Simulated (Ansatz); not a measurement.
**NaNbSe3: density, localisation and related maps**

```
CELL_PARAMETERS angstrom
5.02421 0.00000 0.00000
0.00000 5.02421 0.00000
0.00000 0.00000 5.02421
ATOMIC_POSITIONS crystal
Na 0.00000 0.00000 0.00000
Nb 0.50000 0.50000 0.50000
Se 0.00000 0.50000 0.50000
Se 0.50000 0.00000 0.50000
Se 0.50000 0.50000 0.00000
```

Space group Pm-3m; a structure from a database of computed crystals, not necessarily the ambient phase; started from the KZnF3-221 prototype, which need not be the ambient phase.

These are results of DFT, PBEsol, plane waves, PAW (Ansatz), not measurements.

Core electrons are frozen (PAW), and the valence fields are smoothed inside the atomic spheres.

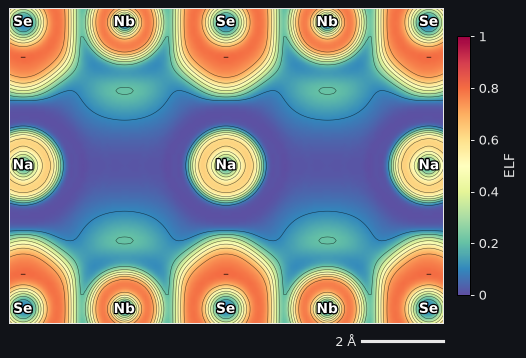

Figure 1. Electron localisation function on the (011) plane of the conventional cell.

### What does the map show?

Atoms in the plane: Na, Nb and Se. Nb–Se (2.51 Å): the ELF is about 0.40 at the midpoint. Na–Se (3.55 Å): the ELF is about 0.30 at the midpoint and 0 at its lowest between the atoms (an ionic contact with no shared pair). The features right at Na and Nb lie inside the PAW spheres, where the map follows smoothed inner orbitals and isn't to be read closely.

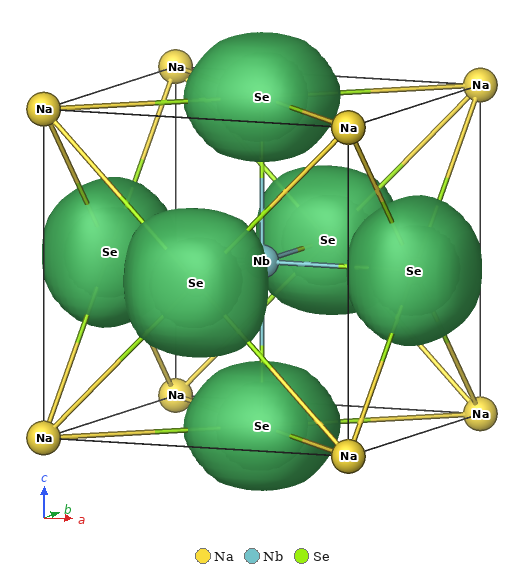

Figure 2. Isosurface of the ELF at 0.75 (green), seen slightly off an axis. Core shells and regions of very low density are left out. Sticks mark near contacts.

### Where are the electrons localised?

At this value the surface marks out three regions wrapped around Se (the valence shell of each), counted in one cell of 5 atoms. Regions shared between cells count once.
